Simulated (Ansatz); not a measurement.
A series of calculations on ZrSiH$_{5}$OCl$_{3}$

## 1. Relaxation

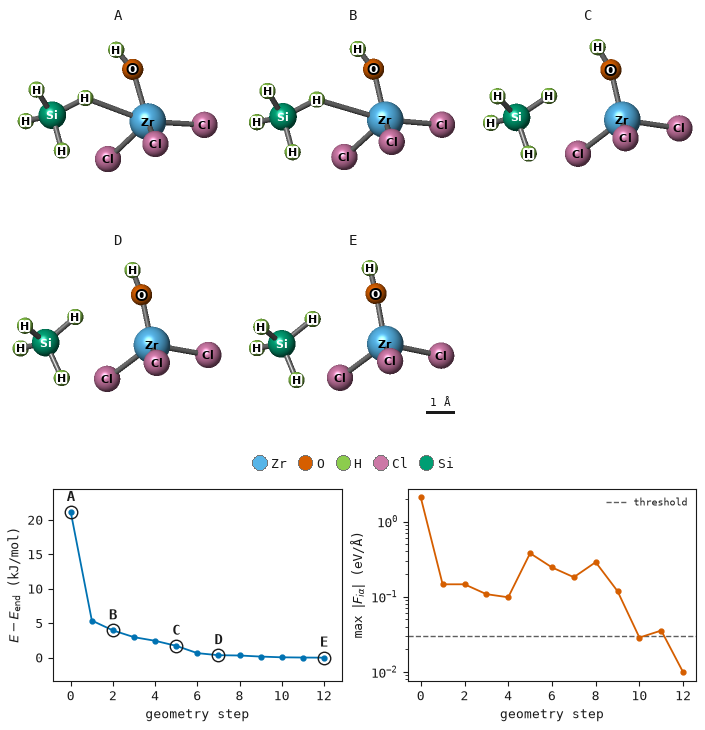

Frames of a relaxation of ZrSiH5OCl3, marked on the history of the run. The picture is a ball-and-stick view, seen at a tilt.

The run prepares an end point of a later path (reaction) calculation, from a guessed geometry.

Method: RKS PBE-D4/def2-SVP in Ansatz.

The input:
```yaml
crystal:
  periodic: [false, false, false]
  atoms:
    - { symbol: Zr, position_ang: [-0.194906, 0.307929, -0.070743] }
    - { symbol: O, position_ang: [-0.493204, 0.297504, 1.908261] }
    - { symbol: H, position_ang: [-0.32948, -0.041632, 2.801811] }
    - { symbol: Cl, position_ang: [2.050411, 0.738862, -0.621356] }
    - { symbol: Cl, position_ang: [-1.469203, 2.062504, -0.956437] }
    - { symbol: Cl, position_ang: [-0.926287, -1.668616, -1.117823] }
    - { symbol: Si, position_ang: [1.611151, -2.707208, 1.396795] }
    - { symbol: H, position_ang: [0.689938, -3.889425, 1.32002] }
    - { symbol: H, position_ang: [2.449166, -2.608278, 0.156763] }
    - { symbol: H, position_ang: [2.498792, -2.821185, 2.606173] }
    - { symbol: H, position_ang: [0.797321, -1.478555, 1.554636] }
basis:
  gaussian: { orbitals: def2-SVP }
hamiltonian:
  xc: pbe
  dispersion: d4
relax:
  f_tol: 0.03
  max_steps: 50
```

Launched with:
```bash
ansatz run input.yaml --threads 4 --pin off --max-ram 5120MiB --backend cpu --events-out ev --progress --plain --runs-dir out
```

Q: What happens along the run?

A: Over 12 geometry steps the energy falls by 21.1 kJ/mol. Largest force component: 2.1 eV/Å at the start, 0.0099 eV/Å at the end. The largest move after the best rigid fit is that of H3, 0.84 Å. Largest moves by element: H 0.84 Å, O 0.35 Å, Cl 0.29 Å, Si 0.27 Å, Zr 0.13 Å. Among the contacts that change: Zr1–H11 2.611 → 3.077 Å, Zr1–O2 2.001 → 1.894 Å, Si7–H11 1.482 → 1.507 Å, Zr1–Cl5 2.342 → 2.350 Å. Among the angles between lasting bonds that change: Zr1–O2–H3 152.6° → 175.9°, O2–Zr1–Cl6 112.9° → 110.7°. From step 0 to 2: H3 moves most (0.27 Å), energy −17.2 kJ/mol. From step 2 to 5: H10 moves most (0.29 Å), energy −2.24 kJ/mol. From step 5 to 7: H3 moves most (0.22 Å), energy −1.36 kJ/mol. From step 7 to 12: H3 moves most (0.14 Å), energy −0.36 kJ/mol.

## 2. Relaxation

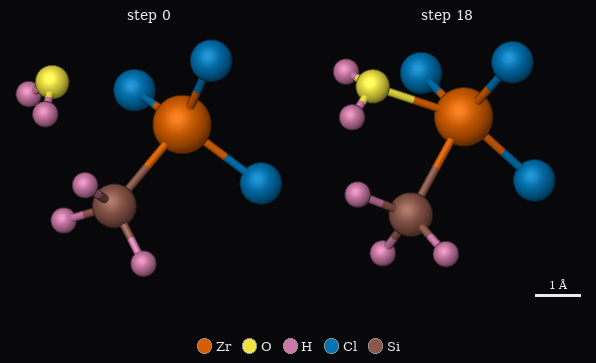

The structure of ZrSiH5OCl3 before (left) and after (right) a relaxation, at one scale.

A ball-and-stick model, seen at a tilt.

The run prepares an end point of a later path (reaction) calculation, from a guessed geometry.

Theory: RKS PBE-D4/def2-SVP in Ansatz.

The input:
```yaml
crystal:
  periodic: [false, false, false]
  atoms:
    - { symbol: Zr, position_ang: [0.271415, -0.416481, -0.637821] }
    - { symbol: O, position_ang: [0.544394, 0.25686, 2.532675] }
    - { symbol: H, position_ang: [-0.316108, -0.08093, 2.848771] }
    - { symbol: Cl, position_ang: [2.025123, 1.121047, -0.763961] }
    - { symbol: Cl, position_ang: [-1.880202, 0.215319, 0.055122] }
    - { symbol: Cl, position_ang: [0.105006, -1.577217, -2.645481] }
    - { symbol: Si, position_ang: [1.071218, -2.394149, 0.916451] }
    - { symbol: H, position_ang: [-0.077053, -2.856596, 1.795338] }
    - { symbol: H, position_ang: [1.605089, -3.627667, 0.226365] }
    - { symbol: H, position_ang: [2.159184, -1.974185, 1.892114] }
    - { symbol: H, position_ang: [1.175633, -0.474102, 2.758528] }
basis:
  gaussian: { orbitals: def2-SVP }
hamiltonian:
  xc: pbe
  dispersion: d4
relax:
  f_tol: 0.03
  max_steps: 50
```

Launched with:
```bash
ansatz run input.yaml --threads 4 --pin off --max-ram 5120MiB --backend cpu --events-out ev --progress --plain --runs-dir out
```

Summarise the run.

Over 16 accepted moves (18 points after the start) the energy falls by 56.5 kJ/mol. Largest force component: 0.74 eV/Å at the start, 0.015 eV/Å at the end. The line search rejected the trial steps at points 5, 13 of the run. The forces were under the threshold at step 15, but the run went on from there. H8 moves most after the best rigid fit: 0.89 Å. By element the largest moves are H 0.89 Å, Cl 0.60 Å, O 0.53 Å, Zr 0.42 Å, Si 0.22 Å. Some distances before and after: Zr1–O2 3.253 → 2.327 Å, Zr1–H3 3.552 → 2.862 Å, Zr1–H11 3.515 → 2.861 Å, Zr1–Si7 2.639 → 2.760 Å. New bonds form, among them: Zr1–O2 (3.25 → 2.33 Å). Among the angles between lasting bonds that change: Cl6–Zr1–Si7 99.0° → 87.6°, Cl5–Zr1–Si7 107.8° → 119.1°, Cl5–Zr1–Cl6 108.9° → 102.6°. Groups turn about Zr1–Si7 by about 40°.

## 3. Path

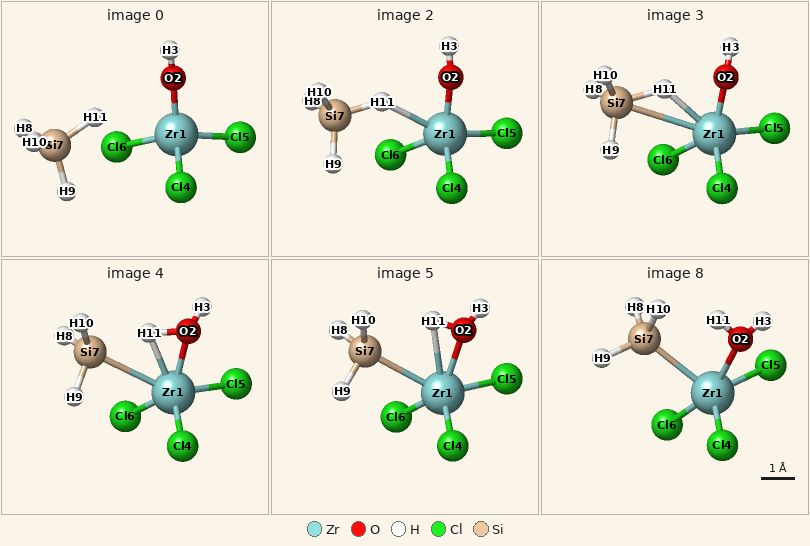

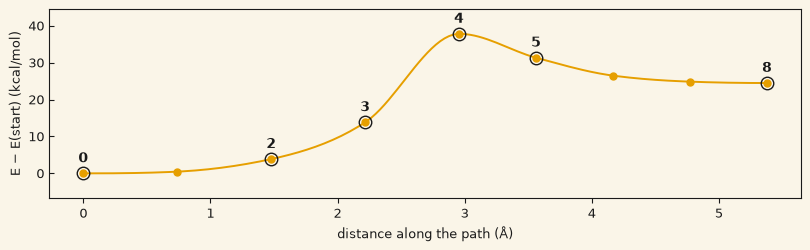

A nudged-elastic-band calculation for ZrSiH5OCl3, made up at the start of ZrHOCl₃ and SiH₄. Images are numbered from 0 (start) to 8 (end). The picture is a ball-and-stick view, seen at a tilt.

The calculation used RKS PBE-D4/def2-SVP (Ansatz). Settings: 7 movable images; climbing image; force threshold 0.05 eV/Å; iteration limit 60; starting path through a guess of the saddle point.

Q: What happens along the path, and what is the barrier?

A: The energy climbs by 37.8 kcal/mol to image 4 and then falls by 13.3 kcal/mol, so the end point sits at +24.5 kcal/mol. Breaking: Si7–H11 (1.51 → 1.90 at the top → 2.59 Å). Forming: O2–H11 (2.86 → 1.22 at the top → 0.99 Å), Zr1–Si7 (4.13 → 2.98 at the top → 2.76 Å). The band converged in 19 iterations. The largest component of the band force went from 9.8 to 0.038 eV/Å. The climbing image converged on the top of the path. Its vibrational analysis gives one imaginary mode (1016i cm⁻¹), as a transition state must have.

Limits of the set-up: the start holds two separate molecules, 2.9 Å apart at their closest, whose relative position is a soft coordinate.

Cost: 4.6 min on 4 threads of Arm Neoverse V2 (shared host), peak memory 0.25 GiB.
